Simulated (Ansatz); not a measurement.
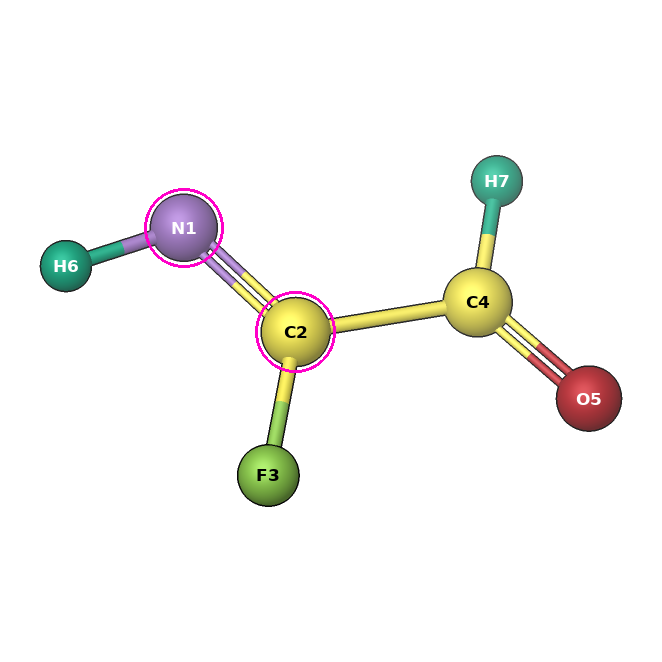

Distant atoms are faded towards the background colour. Circles mark the stereogenic atoms. The computed structure is the end point of a PBE-D4/def2-SVP optimisation. No frequency run is at hand to confirm it as a minimum.

Question: What are the Cahn–Ingold–Prelog descriptors?

Answer: N1=C2: Z.

Question: Give a SMILES with the stereochemistry.

Answer: [H]/N=C(\F)C=O
